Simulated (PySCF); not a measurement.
C₅H₁₅Si₂, SMILES C[Si](C)[Si](C)(C)C, doublet at its GFN2-xTB optimised geometry (Å):

```
22

C      2.3306     0.5384     0.0000
Si     0.4134     0.5384     0.0000
C     -0.0941     2.3870     0.0000
Si    -0.5470    -0.7214    -1.6887
C     -0.1852    -0.2207    -3.5112
C      0.0292    -2.5335    -1.4938
C     -2.4462    -0.6793    -1.4755
H      2.7224    -0.4737    -0.0321
H      2.7163     1.0690    -0.8684
H      2.7384     1.0205     0.8838
H      0.2932     2.8928    -0.8825
H     -1.1743     2.4974    -0.0056
H      0.2858     2.9141     0.8705
H      0.8820    -0.2462    -3.7157
H     -0.6710    -0.8803    -4.2266
H     -0.5306     0.7901    -3.7115
H     -0.1995    -2.9141    -0.5037
H      1.1011    -2.6237    -1.6387
H     -0.4531    -3.1861    -2.2152
H     -2.8348     0.3264    -1.6027
H     -2.9436    -1.3152    -2.2021
H     -2.7384    -1.0202    -0.4874
```

Method: unrestricted PBE0/def2-SVP run with PySCF 2.14.0. Cells within 0.4 Å of a nucleus heavier than hydrogen are left out (blank, or x).

Map of the log10 of the electron density (e/bohr³), floored at −4 on the plane z = 0.0 Å:

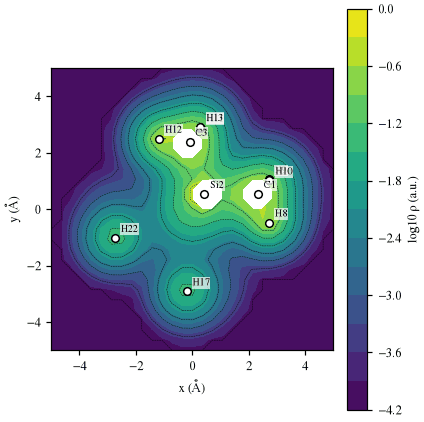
Log10 of the electron density (e/bohr³), floored at −4 on the plane z = 0.0 Å.
